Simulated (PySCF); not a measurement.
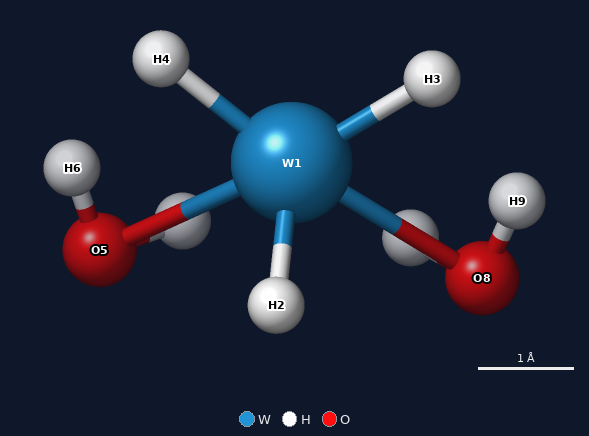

The input geometry (ball-and-stick view, seen at a tilt; atoms are numbered from 1 in the order of the input). Sticks mark near contacts.

**Single-point calculation of WH7O2 (charge −1)**

The run: single-point calculation of WH7O2, charge −1, multiplicity 3. Method and program: UKS PBE, W def2-SVP with ECP60, H def2-SVP, O def2-SVP; non-relativistic Hamiltonian with a scalar-relativistic core potential; density fitting (PySCF 2.14.0).

It belongs to a series of runs on one base structure; here: finer grid at the relaxed geometry.

**The program's output**
```
init E= -221.389038487926
  HOMO = 0.056950014642  LUMO = 0.102967749993  gap/eV = 1.25221
cycle= 1 E= -221.389038545927  delta_E= -5.8e-08  |g|= 0.000425  |ddm|= 0.00203
  HOMO = 0.0569723077167  LUMO = 0.103079990252  gap/eV = 1.25465
cycle= 2 E= -221.389037565974  delta_E= 9.8e-07  |g|= 0.00131  |ddm|= 0.00286
  HOMO = 0.0569329911861  LUMO = 0.102967973219  gap/eV = 1.25268
cycle= 3 E= -221.389038607897  delta_E= -1.04e-06  |g|= 0.000319  |ddm|= 0.00235
  HOMO = 0.0569506840444  LUMO = 0.102995013076  gap/eV = 1.25293
cycle= 4 E= -221.389038658525  delta_E= -5.06e-08  |g|= 5.06e-05  |ddm|= 0.000456
  HOMO = 0.056949572699  LUMO = 0.102991069714  gap/eV = 1.25285
cycle= 5 E= -221.389038660389  delta_E= -1.86e-09  |g|= 1.45e-05  |ddm|= 0.000101
  HOMO = 0.0569482382381  LUMO = 0.102990431964  gap/eV = 1.25287
cycle= 6 E= -221.389038660528  delta_E= -1.39e-10  |g|= 4.55e-06  |ddm|= 3.41e-05
  HOMO = 0.0569482866934  LUMO = 0.102990416897  gap/eV = 1.25287
Extra cycle  E= -221.389038660556  delta_E= -2.79e-11  |g|= 7.06e-06  |ddm|= 3.26e-05
converged SCF energy = -221.389038660556  <S^2> = 2.0943178  2S+1 = 3.062233
```

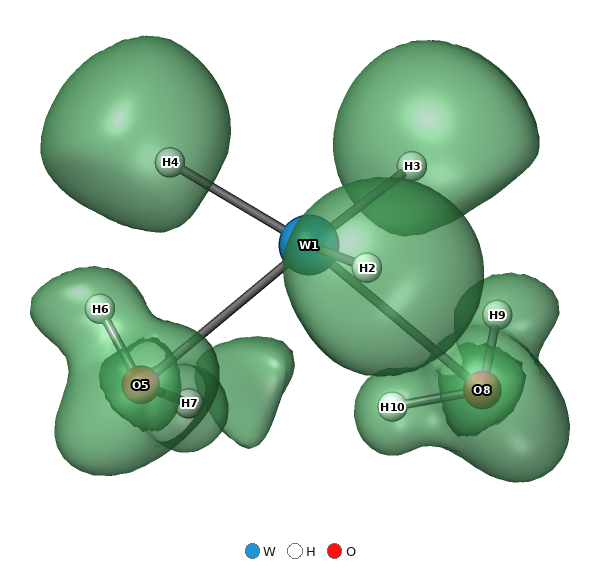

Isosurface of the electron localisation function at 0.75 (green), seen at a tilt. Only the valence region is drawn (cores and ρ < 0.01 e/Å³ removed). Along the contacts the grid gives the following.

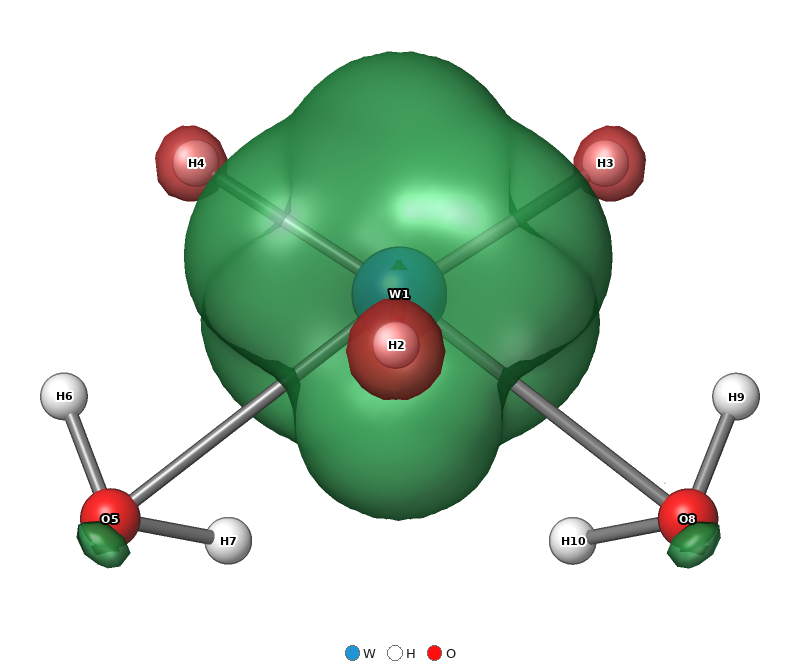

Isosurfaces of the spin density at +0.04 (green) and −0.04 e/Å³ (red), seen face on. The unpaired spin (2 electrons) lies mostly on W1 (about 1.9), in electrons by Hirshfeld's partition.

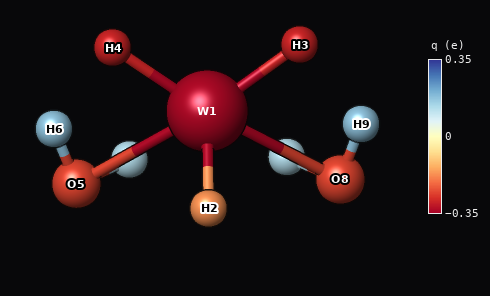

Mulliken charges, as the colour of each atom (ball-and-stick view, seen at a tilt; atoms are numbered from 1 in the order of the input; Mulliken charges depend strongly on the basis). By element: W −0.34, H −0.29 to +0.17 and O −0.25 e.

The run was set up as follows.

**The input**
```python
mol = gto.M(atom='''
W      0.06606     0.06606     0.04244
H     -0.36013    -0.36013     1.66614
H      1.77700    -0.25051    -0.32415
H     -0.25051     1.77700    -0.32415
O     -2.46695     0.39406    -0.15556
H     -2.06405     1.26463    -0.38786
H     -1.93180    -0.22590    -0.79520
O      0.39406    -2.46695    -0.15556
H      1.26463    -2.06405    -0.38786
H     -0.22590    -1.93180    -0.79520''',
    basis={'W': 'def2-SVP', 'H': 'def2-SVP', 'O': 'def2-SVP'},
    ecp={'W': 'def2-SVP'},
    charge=-1, spin=2)
mf = dft.UKS(mol, xc='PBE')
mf.grids.atom_grid = (75, 302)  # f atoms: at least (60, 302), unpruned
mf = mf.density_fit()  # W def2-universal-JKFIT, H def2-universal-JKFIT, O def2-universal-JKFIT
mf.conv_tol = 1e-09; mf.max_cycle = 55
mf.kernel(dm0)
```

The script is an equivalent of the set-up of the self-consistent field. The run itself was carried out by a driver, which started from the orbitals of the step before it where there was one and computed the further properties.

Command:
```bash
OMP_NUM_THREADS=2 python <driver script>
```

**Results in brief**

- outcome: converged
- total energy: −221.389039 hartree
- ⟨S²⟩: 2.094
- largest force (length of the vector): 0.009 eV/Å
- hardware: 2 threads of Arm Neoverse V2, 24 GiB of memory available, shared host
- wall time: 29 s (CPU time 58 s)
- peak memory: 1.6 GiB

**Remarks**

The highest filled orbital lies above zero: either the extra electron isn't bound at this level, or the self-interaction error of the functional lifts the level.
